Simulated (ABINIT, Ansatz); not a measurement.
**Er (P6_3/mmc): from the cell to the phonon bands**

How does Er (P6_3/mmc) vibrate, and is this structure a minimum?

Method: DFT PBE, scalar-relativistic, plane waves, PseudoDojo norm-conserving, 4f in core pseudopotentials, in ABINIT 10.8.3.

### 1. The starting structure

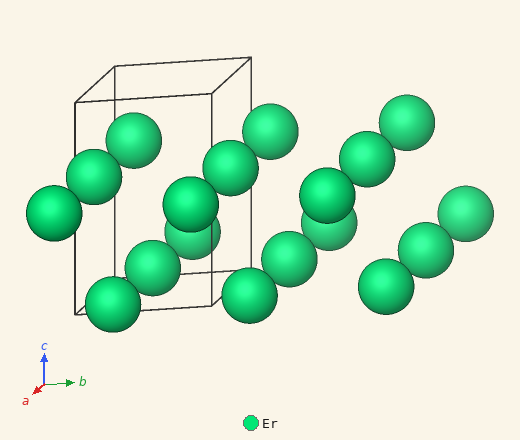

Start, viewed slightly off an axis; erbium green. 3×3×1 cells are drawn.

Coordinates:

```
Er
1.0
     3.55880    0.00000    0.00000
    -1.77940    3.08201    0.00000
     0.00000    0.00000    5.58740
Er
2
Direct
  0.33333 0.66667 0.25000
  0.66667 0.33333 0.75000
```

### 2. A probe with smearing

A first run with smearing and empty bands tells whether the crystal has a gap, which decides between fixed occupations and smearing later on.

probe.abi reads:

```
# ground state
tolvrs 1.0d-08
prtden 1
prtwf 1

# basis, mesh and filling
ecut 22.0
ngkpt 6 6 4
nshiftk 1
shiftk 0.0 0.0 0.0
istwfk *1
occopt 7
tsmear 0.005
nband 18
nstep 100
diemac 9.0
prtebands 0
prtgsr 0

# cell and atoms
acell 6.725157332 6.725157332 10.55865575
rprim 
    1.0 0.0 0.0
    -0.5 0.8660254038 0.0
    0.0 0.0 1.0
ntypat 1
znucl 68
natom 2
typat 1 1
xred 
    1/3 2/3 0.25
    2/3 1/3 0.75
pp_dirpath "./pseudo"
pseudos "Er.upf"
```

Launch:

```bash
$ OMP_NUM_THREADS=1 mpirun -n 16 abinit probe.abi > probe.log
```

Numbers of over 12 decimals in the logs are rounded to 6 here.

probe.abo, the main output file:

```text
[banners, grids, parts of the stress and lines that vanish by symmetry left out]
- input  file    -> probe.abi
- output file    -> probe.abo
- root for input  files -> probei
[...]
Symmetries : space group P6_3/m m c (#194); Bravais hP (primitive hexag.)
[...]
mpw =        2061          nfft =       43200          nkpt =          21
[...]
== DATASET  1 ==================================================================
[...]
-    --> not optimal distribution: autoparal keyword recommended in input file <--
[...]
cutoff_energies: {ecut:  22.0, pawecutdg:  -1.0, }
[...]
ETOT  1  -90.249955116559    -9.025E+01 3.622E-02 4.940E+00
 ETOT  2  -90.285189601876    -3.523E-02 5.028E-03 1.422E-01
 ETOT  3  -90.285237593952    -4.799E-05 5.806E-04 9.440E-04
 ETOT  4  -90.285237725029    -1.311E-07 3.959E-04 9.446E-06
 ETOT  5  -90.285237727994    -2.965E-09 1.374E-04 2.551E-07
 ETOT  6  -90.285237728049    -5.448E-11 9.602E-05 1.241E-09
 At SCF step    6       vres2   =  1.24E-09 < tolvrs=  1.00E-08 =>converged.
[...]
sigma(1 1)=  2.96805794E-05  sigma(3 2)=  0.00000000E+00
  sigma(2 2)=  2.96805792E-05  sigma(3 1)=  0.00000000E+00
  sigma(3 3)=  6.27061695E-05  sigma(2 1)=  0.00000000E+00
[...]
convergence: {deltae: -5.448E-11, res2:  1.241E-09, residm:  9.602E-05, diffor: null, }
etotal    :  -9.02852377E+01
[...]
sigma(1 1)=  2.96805794E-05  sigma(3 2)=  0.00000000E+00
  sigma(2 2)=  2.96805792E-05  sigma(3 1)=  0.00000000E+00
  sigma(3 3)=  6.27061695E-05  sigma(2 1)=  0.00000000E+00
[...]
- sigma(1 1)=  8.73232795E-01  sigma(3 2)=  0.00000000E+00
- sigma(2 2)=  8.73232787E-01  sigma(3 1)=  0.00000000E+00
- sigma(3 3)=  1.84487920E+00  sigma(2 1)=  0.00000000E+00
[...]
fcart      7.0067195575E-29  4.0453314226E-29 -0.0000000000E+00
           strten      2.9680579415E-05  2.9680579153E-05  6.2706169458E-05
================================================================================

[key lines of the parts left out:]
pressure_GPa:  -1.1971E+00
```

Elapsed: 3.9 s, on 16 MPI ranks of Arm Neoverse V1, shared host; 61 s of CPU time.

Numbers from this step:

* volume per atom: 30.64 Å³
* pressure: -1.197 GPa
* gap on the k-mesh: 0 eV

No gap opens on this mesh, so smearing is kept; the printed pressure holds the stress of the finite basis too.

### 3. Relaxing the cell and atoms

The harmonic expansion needs vanishing forces, and a free crystal bears no stress, so cell and atoms are brought to rest. Stress is more sensitive to the basis than forces are: the last 3 Ha under the cutoff are smoothed with ecutsm, and the cutoff is raised above that of the later runs.

relax.abi reads:

```
# relaxation
ionmov 2
optcell 2
dilatmx 1.08
ntime 40
tolmxf 1.0d-05
tolvrs 1.0d-14
prtwf 0
prtden 0
chksymtnons 0

# basis, mesh and filling
ecut 28.0
ecutsm 3.0
ngkpt 9 9 6
nshiftk 1
shiftk 0.0 0.0 0.0
istwfk *1
occopt 7
tsmear 0.01
nband 18
nstep 100
diemac 1000000.0
prtebands 0
prtgsr 0

# cell and atoms
acell 6.725157332 6.725157332 10.55865575
rprim 
    1.0 0.0 0.0
    -0.5 0.8660254038 0.0
    0.0 0.0 1.0
ntypat 1
znucl 68
natom 2
typat 1 1
xred 
    1/3 2/3 0.25
    2/3 1/3 0.75
pp_dirpath "./pseudo"
pseudos "Er.upf"
```

Launch:

```bash
$ OMP_NUM_THREADS=1 mpirun -n 16 abinit relax.abi > relax.log
```

relax.abo, the main output file:

```text
[banners, grids, parts of the stress and lines that vanish by symmetry left out]
- input  file    -> relax.abi
- output file    -> relax.abo
- root for input  files -> relaxi
[...]
Symmetries : space group P6_3/m m c (#194); Bravais hP (primitive hexag.)
[...]
mpw =        3724          nfft =       77760          nkpt =          48
[...]
== DATASET  1 ==================================================================
[...]
cutoff_energies: {ecut:  28.0, pawecutdg:  -1.0, }
[...]
ETOT  1  -90.251299137049    -9.025E+01 4.869E-02 7.553E+00
 ETOT  2  -90.288092012094    -3.679E-02 4.727E-03 7.235E-02
 ETOT  3  -90.288106745205    -1.473E-05 1.112E-03 3.131E-03
 ETOT  4  -90.288107132158    -3.870E-07 2.209E-03 2.535E-05
 ETOT  5  -90.288107134787    -2.629E-09 1.333E-03 2.436E-07
[...]
At SCF step    9       vres2   =  5.43E-15 < tolvrs=  1.00E-14 =>converged.
[...]
sigma(1 1)= -1.93371531E-06  sigma(3 2)=  0.00000000E+00
  sigma(2 2)= -1.93371557E-06  sigma(3 1)=  0.00000000E+00
  sigma(3 3)=  1.02069628E-05  sigma(2 1)=  0.00000000E+00
[...]
convergence: {deltae: -1.009E-12, res2:  5.431E-15, residm:  4.391E-04, diffor: null, }
etotal    :  -9.02881071E+01
[...]
ETOT  1  -90.288108098116    -9.029E+01 2.192E-04 2.199E-03
[...]
At SCF step    7       vres2   =  6.83E-15 < tolvrs=  1.00E-14 =>converged.
[...]
sigma(1 1)= -1.96137711E-06  sigma(3 2)=  0.00000000E+00
  sigma(2 2)= -1.96137738E-06  sigma(3 1)=  0.00000000E+00
  sigma(3 3)=  9.40804930E-06  sigma(2 1)=  0.00000000E+00
[...]
convergence: {deltae: -7.105E-13, res2:  6.833E-15, residm:  1.654E-05, diffor: null, }
etotal    :  -9.02881085E+01
[...]
ETOT  1  -90.288056450548    -9.029E+01 6.404E-03 3.516E-01
[...]
At SCF step    9       vres2   =  1.60E-16 < tolvrs=  1.00E-14 =>converged.
[...]
sigma(1 1)= -2.05148279E-06  sigma(3 2)=  0.00000000E+00
  sigma(2 2)= -2.05148305E-06  sigma(3 1)=  0.00000000E+00
  sigma(3 3)= -8.59394951E-07  sigma(2 1)=  0.00000000E+00
[...]
convergence: {deltae: -1.208E-12, res2:  1.596E-16, residm:  4.167E-06, diffor: null, }
etotal    :  -9.02881168E+01
[...]
ETOT  1  -90.288116863877    -9.029E+01 4.243E-06 4.661E-04
[...]
At SCF step    7       vres2   =  2.66E-15 < tolvrs=  1.00E-14 =>converged.
[...]
sigma(1 1)= -1.80876554E-06  sigma(3 2)=  0.00000000E+00
  sigma(2 2)= -1.80876580E-06  sigma(3 1)=  0.00000000E+00
  sigma(3 3)= -7.53984542E-07  sigma(2 1)=  0.00000000E+00
[...]
convergence: {deltae:  1.336E-12, res2:  2.663E-15, residm:  6.027E-06, diffor: null, }
etotal    :  -9.02881169E+01
[...]
ETOT  1  -90.288113891361    -9.029E+01 5.790E-06 2.565E-02
[...]
ETOT  7  -90.288117292999    -1.378E-12 3.785E-06 1.539E-13
 ETOT  8  -90.288117292997     2.245E-12 5.353E-06 2.182E-15
 At SCF step    8       vres2   =  2.18E-15 < tolvrs=  1.00E-14 =>converged.
[...]
sigma(1 1)= -1.40824573E-09  sigma(3 2)=  0.00000000E+00
  sigma(2 2)= -1.40850739E-09  sigma(3 1)=  0.00000000E+00
  sigma(3 3)= -1.58751974E-09  sigma(2 1)=  0.00000000E+00
[...]
convergence: {deltae:  2.245E-12, res2:  2.182E-15, residm:  5.353E-06, diffor: null, }
etotal    :  -9.02881173E+01
[...]
At Broyd/MD step   5, gradients are converged :
[...]
sigma(1 1)= -1.40824573E-09  sigma(3 2)=  0.00000000E+00
  sigma(2 2)= -1.40850739E-09  sigma(3 1)=  0.00000000E+00
  sigma(3 3)= -1.58751974E-09  sigma(2 1)=  0.00000000E+00
[...]
- sigma(1 1)= -4.14320198E-05  sigma(3 2)=  0.00000000E+00
- sigma(2 2)= -4.14397183E-05  sigma(3 1)=  0.00000000E+00
- sigma(3 3)= -4.67064432E-05  sigma(2 1)=  0.00000000E+00
[...]
fcart     -2.9985629360E-29  2.8853685304E-29  5.0020746841E-32
           strten     -1.4082457284E-09 -1.4085073949E-09 -1.5875197363E-09
================================================================================

[key lines of the parts left out:]
pressure_GPa:   4.3193E-05
Total energy (etotal) [Ha]= -9.02881172929968E+01
```

It took 33 s on 16 MPI ranks.

Relaxation path:

| step | energy less that of the first step (eV) | largest force (eV/Å) | volume (Å³) |
| --- | --- | --- | --- |
| 1 | 0.0000 | 0.0000 | 61.28 |
| 2 | 0.0000 | 0.0000 | 61.27 |
| 3 | -0.0003 | 0.0000 | 61.13 |
| 4 | -0.0003 | 0.0000 | 61.14 |
| 5 | -0.0003 | 0.0000 | 61.20 |

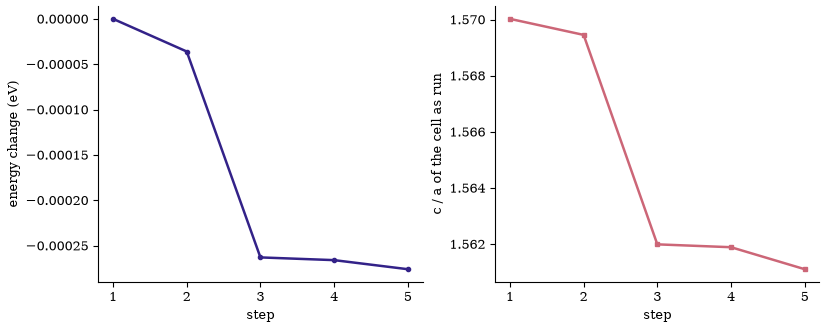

Energy and cell shape along the relaxation.

| conventional cell, symmetrised | before | after | change |
| --- | --- | --- | --- |
| a (Å) | 3.559 | 3.564 | +0.1 % |
| b (Å) | 3.559 | 3.564 | +0.1 % |
| c (Å) | 5.587 | 5.564 | -0.4 % |
| volume (Å³/atom) | 30.64 | 30.60 | -0.1 % |

Final coordinates:

```xyz
2
Lattice="3.5639 0.0000 0.0000 -1.7820 3.0864 0.0000 0.0000 0.0000 5.5637" Properties=species:S:1:pos:R:3 pbc="T T T"
Er    0.0000    2.0576    1.3909
Er    1.7820    1.0288    4.1727
```

Read from the output:

```
volume per atom : 30.60 Å³
pressure        : 4.32e-5 GPa
```

The volume changes by -0.1 % in this run and stands -0.1 % from the first cell.

### 4. Ground state

The response is built on these wavefunctions, so the potential is converged far more tightly than an energy would need. Smearing stays on, as the first look found no gap above 0.3 eV.

gs.abi reads:

```
# ground state
tolvrs 1.0d-16
prtden 1
prtwf 1

# basis, mesh and filling
ecut 22.0
ngkpt 9 9 6
nshiftk 1
shiftk 0.0 0.0 0.0
istwfk *1
occopt 7
tsmear 0.01
nband 18
nstep 100
diemac 1000000.0
prtebands 0
prtgsr 0

# cell and atoms
acell 6.73483919 6.73483919 10.51378285
rprim 
    1.0 0.0 0.0
    -0.5 0.8660254038 0.0
    0.0 0.0 1.0
ntypat 1
znucl 68
natom 2
typat 1 1
xred 
    1/3 2/3 0.25
    2/3 1/3 0.75
pp_dirpath "./pseudo"
pseudos "Er.upf"
```

Launch:

```bash
$ OMP_NUM_THREADS=1 mpirun -n 16 abinit gs.abi > gs.log
```

gs.abo, the main output file:

```text
[banners, grids, parts of the stress and lines that vanish by symmetry left out]
- input  file    -> gs.abi
- output file    -> gs.abo
- root for input  files -> gsi
[...]
Symmetries : space group P6_3/m m c (#194); Bravais hP (primitive hexag.)
[...]
mpw =        2061          nfft =       43200          nkpt =          48
[...]
== DATASET  1 ==================================================================
[...]
cutoff_energies: {ecut:  22.0, pawecutdg:  -1.0, }
[...]
ETOT  1  -90.251603244461    -9.025E+01 4.806E-02 4.948E+00
 ETOT  2  -90.286432251208    -3.483E-02 4.877E-03 9.034E-02
 ETOT  3  -90.286465460579    -3.321E-05 1.015E-02 9.866E-04
 ETOT  4  -90.286465616653    -1.561E-07 4.711E-04 1.615E-05
 ETOT  5  -90.286465620710    -4.057E-09 3.571E-04 3.035E-07
[...]
ETOT  9  -90.286465620773     1.705E-13 3.280E-04 5.401E-15
 ETOT 10  -90.286465620774    -3.837E-13 2.114E-04 7.981E-17
 At SCF step   10       vres2   =  7.98E-17 < tolvrs=  1.00E-16 =>converged.
[...]
sigma(1 1)=  3.87366941E-05  sigma(3 2)=  0.00000000E+00
  sigma(2 2)=  3.87366938E-05  sigma(3 1)=  0.00000000E+00
  sigma(3 3)=  3.85498053E-05  sigma(2 1)=  0.00000000E+00
[...]
convergence: {deltae: -3.837E-13, res2:  7.981E-17, residm:  2.114E-04, diffor: null, }
etotal    :  -9.02864656E+01
[...]
sigma(1 1)=  3.87366941E-05  sigma(3 2)=  0.00000000E+00
  sigma(2 2)=  3.87366938E-05  sigma(3 1)=  0.00000000E+00
  sigma(3 3)=  3.85498053E-05  sigma(2 1)=  0.00000000E+00
[...]
- sigma(1 1)=  1.13967289E+00  sigma(3 2)=  0.00000000E+00
- sigma(2 2)=  1.13967288E+00  sigma(3 1)=  0.00000000E+00
- sigma(3 3)=  1.13417443E+00  sigma(2 1)=  0.00000000E+00
[...]
fcart      0.0000000000E+00 -9.2331792967E-29 -0.0000000000E+00
           strten      3.8736694111E-05  3.8736693848E-05  3.8549805316E-05
================================================================================

[key lines of the parts left out:]
pressure_GPa:  -1.1378E+00
```

The job ended after 6.2 s (16 MPI ranks).

Read from the output:

```yaml
pressure: -1.138 GPa
```

The cell stands at -1.1 GPa: the relaxation ran with a smoothed and higher cutoff, and the difference is a stress of the finite basis.

(Part 1 of 3 ends here.)

[Host names and launcher messages were left out of these logs when they were recorded.]

[Logs are printed without paths, hosts, clocks, repeated set-up lines and the standing remarks that a program may print on its own settings, such as how far it seeks lower states.]

[Hosts, paths, dates, database ids (printed as entryN), source tags and the programs' standing remarks are cut or masked in the printed files.]
